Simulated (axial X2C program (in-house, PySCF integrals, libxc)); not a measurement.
# PbF⁻: from the state search to constants

Aim: find the lowest determinant of PbF⁻, scan the bond at several levels and fit the constants, once spin-free and once with spin–orbit coupling.

Method: all-electron X2C, Pb dyall-acv3z, F dyall-av3z; program: an in-house X2C program for linear molecules on PySCF integrals.

All values are calculated.

### Step 1. The job

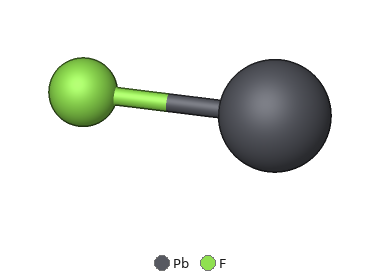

The two atoms at 2.080 Å (lead dark grey, fluorine green).

task.json reads:

```json
{
 "zs": [
  82,
  9
 ],
 "q": -1,
 "bas": [
  "dyall-acv3z",
  "dyall-av3z"
 ],
 "levels": [
  "PBE0",
  "HF",
  "PBE50"
 ],
 "cc": true,
 "r0": 2.08,
 "thr": -1.0,
 "nmax": 90,
 "npts": 10,
 "nst": 2,
 "ntry": 6
}
```

Keys: zs atomic numbers; q charge; bas basis sets; levels methods (HF also brings MP2); cc coupled cluster on or off; r0 starting distance in Å; thr threshold in hartree for freezing inner shells (an s shell follows its p shell); nmax most natural virtual spinors; npts points asked for on the curve; nst determinants followed; ntry starts of the search.

The run is started by

```sh
$ python so2c.py task.json out
```

Spin-free means the one-electron spin-free X2C Hamiltonian; two-component (2c) means X2C with spin–orbit coupling and atomic mean-field two-electron Coulomb and Gaunt terms. Basis: Pb dyall-acv3z contracted to [13s15p11d8f1g], F dyall-av3z contracted to [7s6p3d2f]; Gaussian nuclei, density fitting. Masses: Pb 207.977 u, F 18.998 u.

Notation: σ, π±, δ± give the projection m of an orbital's angular momentum (0, ±1, ±2), α and β its spin, Λ and M_S the sums; ω is the projection of a spinor's total angular momentum and Ω the sum. Logs are in hartree.

The results follow Hamiltonian by Hamiltonian and level by level.

### Step 2. State search with PBE0

PBE0 moves the distance from 2.080 Å to 2.205 Å and compares determinants there.

Spin-free determinants:

| ΔE (eV) | state | open shells |
| --- | --- | --- |
| 0.00 | M_S = 1, Λ = 0 | beyond closed shells: π+α, π-α |
| 0.60 | M_S = 0, Λ = 2 | beyond closed shells: π+α, π+β |
| 0.60 | M_S = 0, Λ = 0 | beyond closed shells: π+β, π-α |
| 1.29 | M_S = 1, Λ = 1 | beyond closed shells: σα, π+α |
| 1.40 | M_S = 0, Λ = 1 | beyond closed shells: σα, π+β |
| 1.99 | M_S = 1, Λ = 2 | beyond closed shells: 2 × π+α |
| 3.37 | M_S = 1, Λ = 3 | beyond closed shells: π+α, δ+α |

Two-component determinants:

```csv
ΔE (eV),state,open shells
0.00,Ω = 0,closed shell
0.19,Ω = 1,"excess of +ω over −ω: ω = -1/2, ω = 3/2"
0.71,Ω = 2,"excess of +ω over −ω: ω = 1/2, ω = 3/2"
1.17,Ω = 1,excess of +ω over −ω: 2 × ω = 1/2
1.58,Ω = 0,closed shell
2.81,Ω = 3,excess of +ω over −ω: 2 × ω = 3/2
3.18,Ω = 2,"excess of +ω over −ω: ω = -1/2, ω = 5/2"
```

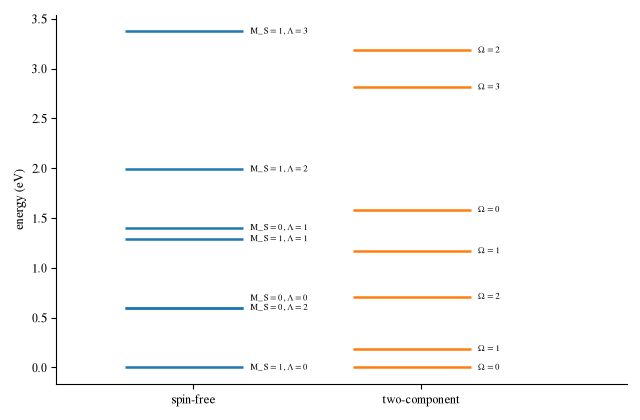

The determinants found, each set from its own lowest.

### Step 3. PBE0, spin-free

State followed: M_S = 1, Λ = 0 (beyond closed shells: π+α, π-α). The scan is laid around 2.205 Å, a first estimate of the minimum, and this SCF restarts from the orbitals of the search.

The SCF at the reference distance of 2.205 Å:

```text
spin-free X2C-1e  PBE0
basis functions 232  fitting functions 1202  grid points 5080
iter        total energy     max residual
   1     -20985.961352712     1.22e-05
   2     -20985.961352713     1.10e-05
converged
one-electron -29085.78967394  Coulomb 8328.22139569  exact exchange -99.82336062  xc functional -305.68208648  nuclear repulsion 177.11237263
```

Along the bond, energies from the lowest point:

```csv
R (Å),E (eV),μ (D),HOMO (eV),LUMO (eV),iterations
1.918,0.4081,-1.05,0.58,2.51,12
2.007,0.1280,-1.68,0.52,2.50,11
2.073,0.0305,-2.15,0.46,2.48,11
2.139,0.0000,-2.63,0.40,2.46,11
2.205,0.0178,-3.11,0.34,2.44,2
2.282,0.0808,-3.66,0.27,2.40,11
2.359,0.1739,-4.21,0.19,2.36,11
2.459,0.3191,-4.91,0.09,2.30,11
2.580,0.5139,-5.74,-0.04,2.20,11
2.756,0.7979,-6.92,-0.22,2.03,13
```

Dipoles are positive if F is the positive end and refer to the centre of mass.

Outer orbitals at the reference distance:

| symmetry | occupied | ε (eV) | atomic character |
| --- | --- | --- | --- |
| π-α | yes | -17.83 | 100% Pb d |
| π+α | yes | -17.83 | 100% Pb d |
| δ-α | yes | -17.83 | 100% Pb d |
| δ+α | yes | -17.83 | 100% Pb d |
| σα | yes | -17.77 | 97% Pb d |
| π-β | yes | -17.71 | 100% Pb d |
| π+β | yes | -17.71 | 100% Pb d |
| σβ | yes | -17.68 | 97% Pb d |
| δ-β | yes | -17.60 | 100% Pb d |
| δ+β | yes | -17.60 | 100% Pb d |
| σα | yes | -8.48 | 71% Pb s, 24% F p, 2% F s |
| σβ | yes | -7.47 | 63% Pb s, 33% F p, 2% F s |
| π-α | yes | -4.38 | 94% F p, 3% Pb p |
| π+α | yes | -4.38 | 94% F p, 3% Pb p |
| σα | yes | -4.20 | 71% F p, 13% Pb s, 12% Pb p |
| π-β | yes | -4.17 | 94% F p, 2% Pb f |
| π+β | yes | -4.17 | 94% F p, 2% Pb f |
| σβ | yes | -3.94 | 63% F p, 22% Pb s, 12% Pb p |
| π+α | yes | 0.34 | 89% Pb p, 6% F p, 3% Pb d |
| π-α | yes | 0.34 | 89% Pb p, 6% F p, 3% Pb d |
| σα | no | 2.44 | 83% Pb p, 14% Pb s |
| π+α | no | 2.73 | 100% Pb p |
| π-α | no | 2.73 | 100% Pb p |
| π+β | no | 2.83 | 93% Pb p, 4% F p, 2% Pb d |

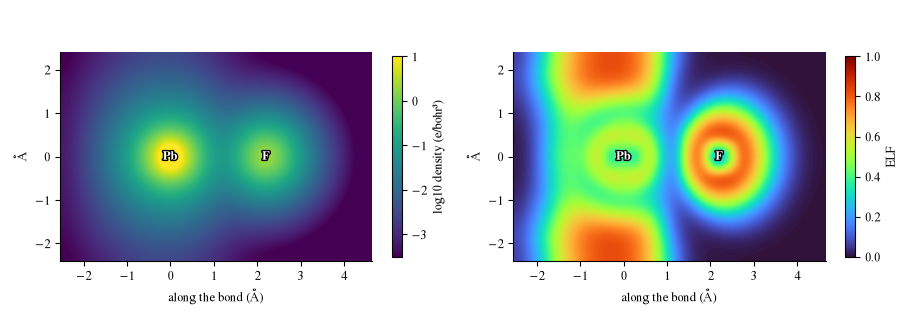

PBE0 fields in a plane through the axis, from a grid of 0.3 Å; Pb lies at z = 0 and F at z = 2.205 Å; the ELF is damped to zero where the density is low.

Re = 2.144 Å, ωe = 408 cm⁻¹, ωexe = 2.6 cm⁻¹, Be = 0.2107 cm⁻¹, De = 2.59 eV, μ = -2.67 D.

### Step 4. HF, spin-free

Output at 2.205 Å:

```text
spin-free X2C-1e  HF
basis functions 232  fitting functions 1202  grid points 5080
iter        total energy     max residual
   1     -20979.749348085     6.22e-01
   2     -20979.790618614     7.90e-03
   3     -20979.791989682     5.42e-03
   4     -20979.792384885     9.70e-04
   5     -20979.792465367     3.92e-04
   6     -20979.792486904     2.27e-04
   7     -20979.792491798     1.60e-04
   8     -20979.792494128     8.56e-05
   9     -20979.792494540     4.76e-05
  10     -20979.792494652     2.09e-05
  11     -20979.792494681     9.22e-06
  12     -20979.792494688     5.30e-06
  13     -20979.792494690     1.72e-06
converged
one-electron -29086.85040897  Coulomb 8329.45717092  exact exchange -399.51162928  xc functional 0.00000000  nuclear repulsion 177.11237263
```

Re = 2.137 Å, ωe = 407 cm⁻¹, ωexe = 2.86 cm⁻¹, Be = 0.212 cm⁻¹, De = 2.33 eV, μ = -3.02 D.

### Step 5. PBE50, spin-free

Output at 2.205 Å:

```text
spin-free X2C-1e  PBE50
basis functions 232  fitting functions 1202  grid points 5080
iter        total energy     max residual
   1     -20985.668913754     2.08e-01
   2     -20985.674143188     4.83e-03
   3     -20985.673931046     7.04e-03
   4     -20985.674670865     7.15e-04
   5     -20985.674678467     6.05e-04
   6     -20985.674684853     6.58e-05
   7     -20985.674685364     2.47e-05
   8     -20985.674685405     1.06e-05
   9     -20985.674685414     3.85e-06
  10     -20985.674685414     1.82e-06
converged
one-electron -29087.60715099  Coulomb 8330.12132654  exact exchange -199.70052549  xc functional -205.60070812  nuclear repulsion 177.11237263
```

Re = 2.121 Å, ωe = 424 cm⁻¹, ωexe = 2.71 cm⁻¹, Be = 0.2153 cm⁻¹, De = 2.59 eV, μ = -2.77 D.

### Step 6. MP2 and beyond, spin-free

Correlated methods: 12 electrons correlated (frozen shells, counted by type: Pb 5 s, 4 p, 3 d, 1 f; F 1 s), 292 virtual spinors in MP2, 89 natural virtuals in coupled cluster.

Output of the correlated part at 2.205 Å:

```text
correlated 12  virtual 292  natural virtual 89  E(MP2) -0.343798506  MP2 remainder -0.017424415
iter   CCSD correlation   residual
   1     -0.320484724   1.32e-01
   2     -0.328909003   6.06e-02
   3     -0.331456668   2.00e-02
   4     -0.331430170   6.80e-03
   5     -0.331454077   2.56e-03
   6     -0.331485603   1.01e-03
   7     -0.331484852   3.80e-04
   8     -0.331480387   1.34e-04
   9     -0.331483690   5.44e-05
  10     -0.331482488   2.26e-05
  11     -0.331482807   8.94e-06
  12     -0.331482764   3.87e-06
  13     -0.331482740   1.52e-06
  14     -0.331482721   6.47e-07
(T) -0.011279849  T1 0.0229  D1 0.0392  max T2 0.060
```

T1 in the output is the amplitude norm over the root of the electron number; divide by √2 for the Lee–Taylor value.

MP2: Re = 2.166 Å, ωe = 399 cm⁻¹, Be = 0.2064 cm⁻¹, De = 2.42 eV.

CCSD: Re = 2.158 Å, ωe = 403 cm⁻¹, ωexe = 2.61 cm⁻¹, Be = 0.208 cm⁻¹, De = 2.47 eV. T1 at Re = 0.016 (Lee–Taylor, the printed value over √2).

CCSD(T): Re = 2.163 Å, ωe = 400 cm⁻¹, ωexe = 2.53 cm⁻¹, Be = 0.207 cm⁻¹, De = 2.46 eV. T1 at Re = 0.016 (Lee–Taylor, the printed value over √2).

### Step 7. A higher determinant, spin-free

State: M_S = 0, Λ = 2 (beyond closed shells: π+α, π+β).

Output at the reference distance:

```text
spin-free X2C-1e  PBE0
basis functions 232  fitting functions 1202  grid points 5080
iter        total energy     max residual
   1     -20985.939289833     1.01e-05
   2     -20985.939289832     1.49e-05
converged
one-electron -29084.55221444  Coulomb 8326.96312755  exact exchange -99.81014372  xc functional -305.65243186  nuclear repulsion 177.11237263
```

| R (Å) | E above the lowest PBE0 point (eV) |
| --- | --- |
| 1.918 | 0.969 |
| 2.007 | 0.702 |
| 2.073 | 0.614 |
| 2.139 | 0.592 |
| 2.205 | 0.618 |
| 2.282 | 0.690 |
| 2.359 | 0.792 |
| 2.459 | 0.948 |
| 2.580 | 1.154 |

Re = 2.132 Å, ωe = 419 cm⁻¹, ωexe = 2.6 cm⁻¹, Be = 0.213 cm⁻¹, μ = -2.30 D. Te = 0.59 eV.

### Step 8. The spin-free curves together

Energy (eV) of the followed determinant, spin-free, from each level's lowest point:

| R (Å) | PBE0 | HF | MP2 | CCSD | CCSD(T) | PBE50 |
| --- | --- | --- | --- | --- | --- | --- |
| 1.918 | 0.408 | 0.385 | 0.484 | n/a | n/a | 0.340 |
| 2.007 | 0.128 | 0.116 | 0.167 | 0.153 | 0.162 | 0.090 |
| 2.073 | 0.030 | 0.025 | 0.048 | 0.041 | 0.046 | 0.013 |
| 2.139 | 0.000 | 0.000 | 0.000 | 0.000 | 0.000 | 0.000 |
| 2.205 | 0.018 | 0.021 | 0.003 | 0.009 | 0.005 | 0.034 |
| 2.282 | 0.081 | 0.087 | 0.053 | 0.064 | 0.057 | 0.112 |
| 2.359 | 0.174 | 0.179 | 0.135 | 0.150 | 0.141 | 0.219 |
| 2.459 | 0.319 | 0.321 | 0.270 | n/a | n/a | 0.378 |
| 2.580 | 0.514 | 0.507 | 0.457 | n/a | n/a | 0.586 |
| 2.756 | 0.798 | 0.774 | 0.733 | n/a | n/a | 0.883 |

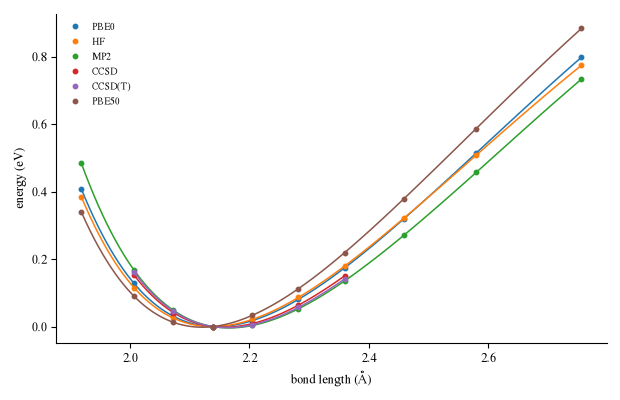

Curves of the followed state, spin-free, each from its own lowest point.

### Step 9. PBE0, 2c

State followed: Ω = 0 (closed shell). The scan is laid around 2.205 Å, a first estimate of the minimum, and this SCF restarts from the orbitals of the search.

Output at 2.205 Å:

```text
two-component X2C + atomic mean field  PBE0
basis functions 232  fitting functions 1202  grid points 5080
iter        total energy     max residual
   1     -20992.009526802     2.55e-06
   2     -20992.009526803     1.40e-06
converged
one-electron -29070.76786632  Coulomb 8327.41286916  exact exchange -99.81411994  xc functional -305.75243931  nuclear repulsion 177.11237263  atomic mean-field constant -20.20034302
```

Along the bond, energies from the lowest point:

```
R (Å)  E (eV)  μ (D)  HOMO (eV)  LUMO (eV)  iterations
1.918  0.5151  -1.24       0.81       2.39          13
2.007  0.1989  -1.90       0.74       2.40          12
2.073  0.0728  -2.40       0.69       2.40          12
2.139  0.0126  -2.90       0.63       2.40          12
2.205  0.0000  -3.39       0.57       2.39           2
2.282  0.0267  -3.97       0.49       2.38          11
2.359  0.0830  -4.53       0.41       2.36          11
2.459  0.1806  -5.25       0.29       2.33          11
2.580  0.3176  -6.11       0.15       2.29          11
2.756  0.5208  -7.33      -0.05       2.20          11
```

Dipoles are positive if F is the positive end and refer to the centre of mass.

Outer spinors at the reference distance:

```csv
ω,occupied,ε (eV),atomic character,λ mixture
1/2,yes,-24.20,"88% F s, 5% Pb d, 3% Pb f",100% σ
3/2,yes,-18.78,100% Pb d,"80% δ, 20% π"
1/2,yes,-18.77,98% Pb d,"61% π, 39% σ"
3/2,yes,-16.21,100% Pb d,"80% π, 20% δ"
1/2,yes,-16.21,98% Pb d,"61% σ, 39% π"
5/2,yes,-16.17,100% Pb d,100% δ
1/2,yes,-7.62,"68% Pb s, 28% F p, 2% F s",100% σ
1/2,yes,-4.07,"91% F p, 4% Pb p","94% π, 6% σ"
3/2,yes,-3.90,"94% F p, 2% Pb p, 2% Pb f",100% π
1/2,yes,-3.79,"69% F p, 15% Pb s, 12% Pb p","93% σ, 7% π"
1/2,yes,0.57,"88% Pb p, 7% F p, 3% Pb d","94% π, 6% σ"
3/2,no,2.39,"94% Pb p, 3% F p, 2% Pb d",100% π
1/2,no,2.55,"86% Pb p, 11% Pb s","97% σ, 3% π"
1/2,no,2.79,99% Pb p,"96% π, 4% σ"
3/2,no,3.29,"94% Pb p, 3% F p, 2% Pb d",100% π
```

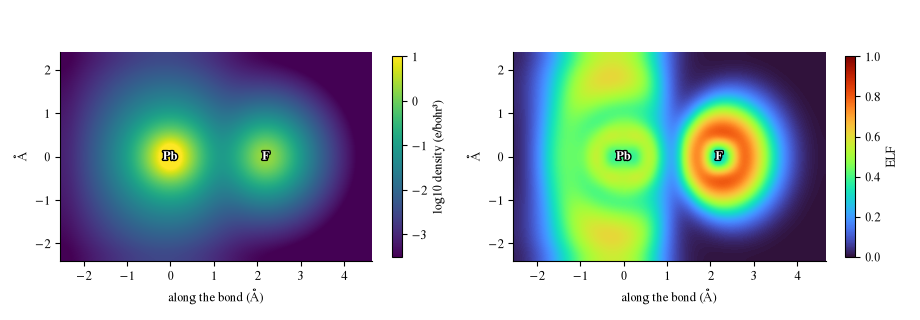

PBE0 fields in a plane through the axis, from a grid of 0.3 Å; Pb lies at z = 0 and F at z = 2.205 Å; the ELF is damped to zero where the density is low.

Re = 2.193 Å, ωe = 355 cm⁻¹, ωexe = 2.94 cm⁻¹, Be = 0.2013 cm⁻¹, De = 1.64 eV, μ = -3.31 D.

### Step 10. HF, 2c

The SCF at the reference distance of 2.205 Å:

```text
two-component X2C + atomic mean field  HF
basis functions 232  fitting functions 1202  grid points 5080
iter        total energy     max residual
   1     -20985.699447325     7.91e-01
   2     -20985.739893755     7.83e-03
   3     -20985.741051215     5.34e-03
   4     -20985.741407095     9.08e-04
   5     -20985.741454232     2.13e-04
   6     -20985.741462371     1.34e-04
   7     -20985.741464091     7.54e-05
   8     -20985.741464952     4.68e-05
   9     -20985.741465251     2.78e-05
  10     -20985.741465396     1.34e-05
  11     -20985.741465441     5.47e-06
  12     -20985.741465452     1.40e-06
  13     -20985.741465452     6.03e-07
converged
one-electron -29071.50463024  Coulomb 8328.31342396  exact exchange -399.46228879  xc functional 0.00000000  nuclear repulsion 177.11237263  atomic mean-field constant -20.20034302
```

Re = 2.188 Å, ωe = 348 cm⁻¹, ωexe = 3.42 cm⁻¹, Be = 0.2022 cm⁻¹, De = 1.37 eV, μ = -3.58 D.

### Step 11. PBE50, 2c

The SCF at the reference distance of 2.205 Å:

```text
two-component X2C + atomic mean field  PBE50
basis functions 232  fitting functions 1202  grid points 5080
iter        total energy     max residual
   1     -20991.685803944     2.65e-01
   2     -20991.690919621     5.11e-03
   3     -20991.690637314     7.57e-03
   4     -20991.691467375     7.18e-04
   5     -20991.691473730     5.89e-04
   6     -20991.691479716     5.35e-05
   7     -20991.691480031     1.29e-05
   8     -20991.691480066     6.47e-06
   9     -20991.691480076     3.30e-06
  10     -20991.691480078     1.63e-06
converged
one-electron -29072.54839327  Coulomb 8329.27307720  exact exchange -199.68033085  xc functional -205.64786278  nuclear repulsion 177.11237263  atomic mean-field constant -20.20034302
```

Re = 2.168 Å, ωe = 369 cm⁻¹, ωexe = 3.11 cm⁻¹, Be = 0.206 cm⁻¹, De = 1.63 eV, μ = -3.38 D.

### Step 12. MP2 and beyond, 2c

Correlated methods: 12 electrons correlated (frozen shells, counted by type: Pb 5 s, 4 p, 3 d, 1 f; F 1 s), 292 virtual spinors in MP2, 90 natural virtuals in coupled cluster.

Output of the correlated part at 2.205 Å:

```text
correlated 12  virtual 292  natural virtual 90  E(MP2) -0.353732956  MP2 remainder -0.019090445
iter   CCSD correlation   residual
   1     -0.330326132   1.54e-01
   2     -0.339979881   8.05e-02
   3     -0.343709359   4.42e-02
   4     -0.343698979   2.41e-02
   5     -0.343846226   1.32e-02
   6     -0.343984564   4.99e-03
   7     -0.343975399   1.91e-03
   8     -0.343959566   6.32e-04
   9     -0.343972912   2.64e-04
  10     -0.343967251   1.15e-04
  11     -0.343968382   4.82e-05
  12     -0.343967922   2.65e-05
  13     -0.343967790   1.42e-05
  14     -0.343967686   7.55e-06
  15     -0.343967680   4.08e-06
(T) -0.011816628  T1 0.0220  D1 0.0362  max T2 0.181
```

MP2: Re = 2.208 Å, ωe = 353 cm⁻¹, Be = 0.1986 cm⁻¹, De = 1.53 eV.

CCSD: Re = 2.203 Å, ωe = 353 cm⁻¹, ωexe = 3.03 cm⁻¹, Be = 0.1996 cm⁻¹, De = 1.57 eV. T1 at Re = 0.016 (Lee–Taylor, the printed value over √2).

CCSD(T): Re = 2.206 Å, ωe = 354 cm⁻¹, ωexe = 2.9 cm⁻¹, Be = 0.1991 cm⁻¹, De = 1.58 eV. T1 at Re = 0.016 (Lee–Taylor, the printed value over √2).

### Step 13. A higher determinant, 2c

State: Ω = 1 (excess of +ω over −ω: ω = -1/2, ω = 3/2).

Output at the reference distance:

```text
two-component X2C + atomic mean field  PBE0
basis functions 232  fitting functions 1202  grid points 5080
iter        total energy     max residual
   1     -20992.002618135     3.63e-06
   2     -20992.002618136     2.57e-06
converged
one-electron -29069.24167559  Coulomb 8325.89477754  exact exchange -99.81680946  xc functional -305.75094024  nuclear repulsion 177.11237263  atomic mean-field constant -20.20034302
```

```
R (Å)  E above the lowest PBE0 point (eV)
1.918                               0.601
2.007                               0.316
2.073                               0.213
2.139                               0.177
2.205                               0.188
2.282                               0.243
2.359                               0.327
2.459                               0.461
2.580                               0.642
```

Re = 2.153 Å, ωe = 396 cm⁻¹, ωexe = 2.67 cm⁻¹, Be = 0.2089 cm⁻¹, μ = -2.71 D. Te = 0.18 eV.

### Step 14. The 2c curves together

Energy (eV) of the followed determinant, 2c, from each level's lowest point:

```csv
R (Å),PBE0,HF,MP2,CCSD,CCSD(T),PBE50
1.918,0.515,0.486,0.581,n/a,n/a,0.438
2.007,0.199,0.182,0.236,0.223,0.230,0.151
2.073,0.073,0.064,0.094,0.086,0.091,0.044
2.139,0.013,0.009,0.022,0.018,0.020,0.000
2.205,0.000,0.000,0.000,0.000,0.000,0.002
2.282,0.027,0.028,0.019,0.022,0.021,0.042
2.359,0.083,0.082,0.070,0.074,0.073,0.110
2.459,0.181,0.173,0.163,0.168,0.168,0.219
2.580,0.318,0.297,0.297,n/a,n/a,0.366
2.756,0.521,0.475,0.497,n/a,n/a,0.576
```

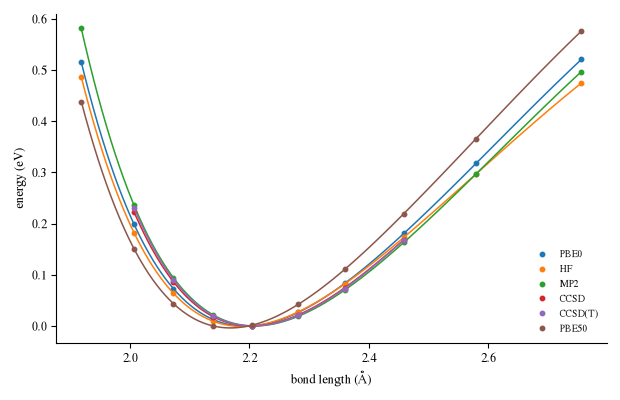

Curves of the followed state, 2c, each from its own lowest point.

The whole job took 3.5 min on 1 thread of Arm Neoverse V1, shared host.

### Step 15. Constants

Lowest determinant that the search found at its distance, spin-free: M_S = 1, Λ = 0 (beyond closed shells: π+α, π-α).

Lowest determinant that the search found at its distance, 2c: Ω = 0 (closed shell).

```
Hamiltonian    level  Re (Å)  ωe (cm⁻¹)  De (eV)  μ (D)
  spin-free     PBE0   2.144        408     2.59  -2.67
  spin-free       HF   2.137        407     2.33  -3.02
  spin-free      MP2   2.166        399     2.42    n/a
  spin-free     CCSD   2.158        403     2.47    n/a
  spin-free  CCSD(T)   2.163        400     2.46    n/a
  spin-free    PBE50   2.121        424     2.59  -2.77
         2c     PBE0   2.193        355     1.64  -3.31
         2c       HF   2.188        348     1.37  -3.58
         2c      MP2   2.208        353     1.53    n/a
         2c     CCSD   2.203        353     1.57    n/a
         2c  CCSD(T)   2.206        354     1.58    n/a
         2c    PBE50   2.168        369     1.63  -3.38
```

Dipoles are positive if F is the positive end and refer to the centre of mass.

Time per point (s) on 1 thread of Arm Neoverse V1, shared host (2c runs; CCSD comes with the CCSD(T) run); the times are rough: PBE0 0.65, HF 0.58, MP2 0.9, CCSD(T) 5.6, PBE50 0.73.

What this shows: At CCSD(T), going from spin-free to two-component changes Re by +43 mÅ, ωe by -11.4 %, so spin–orbit coupling matters for this bond. De moves by -0.88 eV; both De rest on single-determinant atoms, which can miss part of an open shell's spin–orbit lowering.

De refers to Pb + F-, each in the lowest determinant found, which need not be this curve's own limit. The state is a single determinant with fixed occupations, the lowest that a limited PBE0 search found. Closed shells are restricted here (equal orbitals for both partners), which fails at long range if the bond breaks into open shells. Dissociation energies refer to the lowest single-determinant-based atoms at the same level and basis. Coupled cluster ran in a truncated set of natural virtual spinors; the MP2 energy of the rest was added. With several unpaired electrons one determinant need not be a pure state. With the outer-core shells frozen, correlated bond lengths of heavy atoms tend to come out a few hundredths of an ångström too long.
